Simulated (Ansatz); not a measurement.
# CaWO4 (I4_1/a): the equilibrium volume

Aim: the volume at which the pressure of CaWO4 (I4_1/a) vanishes.

Program: Ansatz 0.2.0. Level of theory: DFT r²SCAN, scalar-relativistic, plane waves, PAW. These are calculated values, not measurements.

2 further runs of the same task are left out: 1 that didn't finish, 1 set aside as unsound or not needed.

**1. The starting structure**

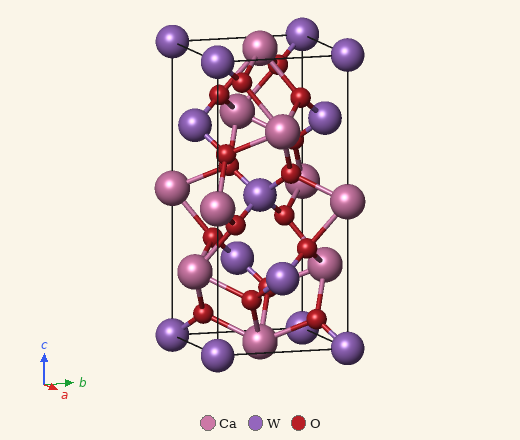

The starting structure, seen slightly off an axis (calcium pink, tungsten purple, oxygen red). Atoms on the faces are drawn again on the opposite ones. The cell drawn here is the conventional one.

Structure file:

```
CELL_PARAMETERS angstrom
-2.62800 2.62800 5.67434
2.62800 -2.62800 5.67434
2.62800 2.62800 -5.67434
ATOMIC_POSITIONS crystal
Ca 0.25000 0.75000 0.50000
Ca 0.50000 0.50000 0.00000
W 0.75000 0.25000 0.50000
W 0.00000 0.00000 0.00000
O 0.15531 0.75900 0.08704
O 0.67196 0.06827 0.91296
O 0.59469 0.49100 0.41296
O 0.07804 0.18173 0.58704
O 0.50900 0.92196 0.10369
O 0.81827 0.40531 0.89631
O 0.24100 0.32804 0.39631
O 0.93173 0.84469 0.60369
```

**2. The first run (r²SCAN, 6×6×6 mesh)**

input.yaml

```yaml
crystal:
  lattice:
    - [-2.6279966796, 2.6279966796, 5.6743405806]
    - [2.6279966796, -2.6279966796, 5.6743405806]
    - [2.6279966796, 2.6279966796, -5.6743405806]
  atoms:
    - { symbol: Ca, position: [0.25, 0.75, 0.5] }
    - { symbol: Ca, position: [0.5, 0.5, 0.0] }
    - { symbol: W, position: [0.75, 0.25, 0.5] }
    - { symbol: W, position: [0.0, 0.0, 0.0] }
    - { symbol: O, position: [0.15531108, 0.75900123, 0.08703817] }
    - { symbol: O, position: [0.67196306, 0.06827291, 0.91296183] }
    - { symbol: O, position: [0.59468892, 0.49099877, 0.41296183] }
    - { symbol: O, position: [0.07803694, 0.18172709, 0.58703817] }
    - { symbol: O, position: [0.50900123, 0.92196306, 0.10369015] }
    - { symbol: O, position: [0.81827291, 0.40531108, 0.89630985] }
    - { symbol: O, position: [0.24099877, 0.32803694, 0.39630985] }
    - { symbol: O, position: [0.93172709, 0.84468892, 0.60369015] }
basis:
  ecutwfc: 500
kpoints:
  mp_grid: { grid: [6, 6, 6] }
hamiltonian:
  xc: r2scan
scf:
  occupations: { method: gaussian, width: 0.1 }
output:
  forces: true
  stress: true
  eigenvalues: true
```

Launch:

```
$ ansatz run input.yaml --threads 8 --pin off --max-ram 14336MiB --backend cpu --events-out ev --progress --plain --runs-dir out
```

Standard output, cut to the lines that bear on the results:

```text
Warning: RAYON_NUM_THREADS=8 ignored (pool sized by the plan → 8); use --threads N
[...]
Pseudopotentials: kind: paw
Pseudopotential: Ca, paw, valence charge 10, recommended cutoff 500 eV (meta_gga), Ca.paw.azcp
Pseudopotential: W, paw, valence charge 14, recommended cutoff 500 eV (meta_gga), W.paw.azcp
Pseudopotential: O, paw, valence charge 6, recommended cutoff 500 eV (meta_gga), O.paw.azcp
Functional definition: r2SCAN
[...]
Crystal: 12 atoms, lattice volume = 156.756 Å³
Basis set: ecut = 500 eV, 4037 PW (Γ), exchange–correlation on 200×200×200 points (64 copies of the dense FFT grid, shifted against one another)
Bands: 60, of which v1, the nominal top of the filled ones, is band 48 counted from 1 (47 counted from 0)
Symmetry: 8 space group operations
Space group: I41/a (ITA 88), of the structure as read, at distance tolerance 5.4e-5 Å
k-points: 36 of 216
[...]
SCF iter   1: F=—  HF=-29000.139184 eV  |F-HF|=—  |Δ(HF+E_count)|=         —  Δρ=9.76e-3  dr2=1.94e-1  dr2_τ=7.63e-1  ethr=1.77e-3  ⟨swp⟩=9.2  Hψ=9862  notcnv=0
[...]
SCF iter   7: F=-29000.301442 eV  HF=-29000.301442 eV  |F-HF|=8.87e-9  |Δ(HF+E_count)|=   2.83e-7  Δρ=3.40e-6  dr2=2.32e-8  dr2_τ=1.74e-9  ethr=1.04e-10  ⟨swp⟩=10.4  Hψ=8275  notcnv=0
[...]
SCF converged after 7 iterations
Free energy (F): -29000.301442 eV
[...]
E sigma→0 (E₀):  -29000.301442 eV
Fermi energy:    9.110351 eV
[...]
--- Forces (eV/Å), atoms counted from 1 ---
  atom   1  Ca     0.00000000     0.00000000     0.00000000
  atom   2  Ca     0.00000000     0.00000000     0.00000000
  atom   3  W      0.00000000    -0.00000000     0.00000000
  atom   4  W      0.00000000     0.00000000     0.00000000
  atom   5  O      0.19593894    -0.31036320     0.23610076
  atom   6  O     -0.19593894     0.31036320     0.23610076
  atom   7  O     -0.19593894     0.31036320    -0.23610076
  atom   8  O      0.19593894    -0.31036320    -0.23610076
[...]
--- Stress (GPa, compression-positive) ---
       -2.520345      -0.000003      -0.000000
        0.000003      -2.520345       0.000000
        0.000000       0.000000      -2.114694
  P = ⅓ Tr σ = -2.3851 GPa (-23.851 kbar)
--- Band table (eV; the first three rows and the last of 36) ---
[...]
```

Wall time 7.6 s (8 threads of Arm Neoverse V1, shared host); peak memory 1.5 GiB.

Read off: volume 13.063 Å³/atom, pressure -2.39 GPa, gap on the mesh 4.50 eV.

[end of part 1 of 2]
